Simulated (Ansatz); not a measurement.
# revPBE/3-21G run of [PH4]+ (phosphonium)

Aim: the vertical ionisation energy of [PH4]+ (phosphonium) at revPBE/3-21G, from 2 runs. 

Program for the calculation: Ansatz 0.2.0.

**1. The system as given**

The species is [PH4]+ (5 atoms), meant as a singlet with charge +1. SMILES: `[PH4+]`. Geometry: relaxed at GFN2-xTB.

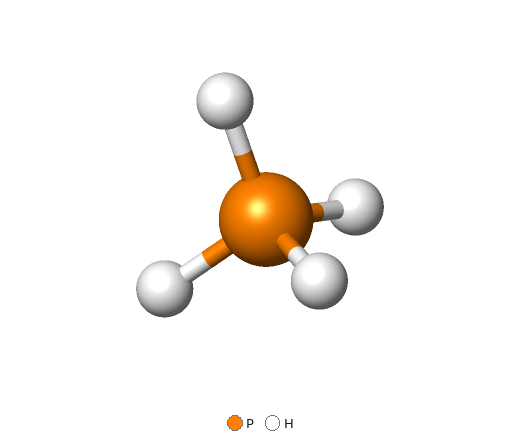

The structure, seen from a chosen angle (phosphorus orange, hydrogen white).

**2. A single-point energy at revPBE/3-21G**

File input.yaml:

```yaml
basis:
  gaussian:
    orbitals: 3-21G.json
crystal:
  periodic: [false, false, false]
  atoms:
    - {symbol: P, position_ang: [-0.000020, -0.000000, 0.000050]}
    - {symbol: H, position_ang: [1.357460, -0.061330, 0.210450]}
    - {symbol: H, position_ang: [-0.617320, -1.016050, 0.691010]}
    - {symbol: H, position_ang: [-0.261860, -0.133750, -1.343340]}
    - {symbol: H, position_ang: [-0.478250, 1.211140, 0.441830]}
total_charge: 1
hamiltonian:
  xc: {name: revPBE}
accuracy: high
```

The basis set 3-21G is read from a file made from the Basis Set Exchange's data (not shown).

Started as:

```
$ ansatz run input.yaml --threads 1 --pin off --max-ram 2610MiB --events-out events.jsonl --progress --plain --runs-dir runs
```

Output:

```text
Warning: RAYON_NUM_THREADS=1 ignored (pool sized by the plan → 1); use --threads N
Functional definition: revPBE
  name "revPBE"
  parameter kappa = 1.245
  parameter beta = 0.06672455060314922
  exchange = pbe_x(kappa = kappa, mu = beta*pi^2/3)
  correlation = pbe_c(beta = beta)
423 factors; integrals over basis functions are off by at most 4.4e-9 eV
mean field evaluation 1: about -9294.4976 eV, gradient 1.8e1 eV
mean field evaluation 2: about -9294.6483 eV, gradient 1.7e1 eV
mean field evaluation 4: about -9295.5242 eV, gradient 5.2e-2 eV
mean field evaluation 8: about -9295.4888 eV, gradient 2.0e-4 eV
mean field -9295.48875195 eV, -341.6029109255 hartree, gradient 3.1e-9 eV, S^2 0.000000; 0 other end points of the search recorded, 0 dependent functions left out
reference -9295.48875432 eV, -341.6029110127 hartree; 9, 9 occupied and 12, 12 virtual orbitals, 423 factors
Total energy: -9295.48875432 eV, -341.6029110127 hartree
```

Wall time 0.65 s (1 thread of AMD EPYC 7R43 (Zen 3), shared host); peak memory 0.1 GiB.

**3. Doublet [PH4]2+ at the same level**

File in.yaml:

```yaml
crystal:
  periodic: [false, false, false]
  atoms:
    - {symbol: P, position_ang: [-0.000020, -0.000000, 0.000050]}
    - {symbol: H, position_ang: [1.357460, -0.061330, 0.210450]}
    - {symbol: H, position_ang: [-0.617320, -1.016050, 0.691010]}
    - {symbol: H, position_ang: [-0.261860, -0.133750, -1.343340]}
    - {symbol: H, position_ang: [-0.478250, 1.211140, 0.441830]}
basis:
  gaussian:
    orbitals: 3-21G.json
total_charge: 2
magnetization:
  spin_polarized: true
  initial_magnetization: 1
hamiltonian:
  xc: {name: revPBE}
accuracy: high
```

The basis set 3-21G is read from a file made from the Basis Set Exchange's data (not shown).

Started as:

```
$ ansatz run in.yaml --threads 1 --pin off --max-ram 2610MiB --events-out events.jsonl --progress --plain --runs-dir runs
```

Output (excerpt; [...] marks lines left out):

```text
Warning: RAYON_NUM_THREADS=1 ignored (pool sized by the plan → 1); use --threads N
[... 6 set-up lines as earlier in the session ...]
423 factors; integrals over basis functions are off by at most 4.4e-9 eV
mean field evaluation 1: about -9271.1689 eV, gradient 1.6e1 eV
mean field evaluation 2: about -9270.5264 eV, gradient 1.9e1 eV
mean field evaluation 4: about -9272.4910 eV, gradient 7.1e0 eV
mean field evaluation 8: about -9273.1418 eV, gradient 3.0e-1 eV
mean field evaluation 16: about -9273.1089 eV, gradient 5.8e-3 eV
mean field evaluation 32: about -9272.7656 eV, gradient 3.9e0 eV
mean field -9273.10885620 eV, -340.7804649265 hartree, gradient 1.3e-8 eV, S^2 0.751345; 4 other end points of the search recorded, 0 dependent functions left out
reference -9273.10885865 eV, -340.7804650165 hartree; 9, 8 occupied and 12, 13 virtual orbitals, 423 factors
Total energy: -9273.10885865 eV, -340.7804650165 hartree
```

It took 3.3 s on 1 thread of AMD EPYC 7R43 (Zen 3), shared host; peak memory 0.12 GiB.

**4. Results**

At revPBE/3-21G:

```
                                            quantity          value
                        singlet [PH4]+: total energy  -341.60291 Eh
                       doublet [PH4]2+: total energy  -340.78047 Eh
                               doublet [PH4]2+: ⟨S²⟩          0.751
vertical ionisation energy (to the doublet dication)      22.380 eV
```

The vertical ionisation energy comes to 22.38 eV (516 kcal/mol).
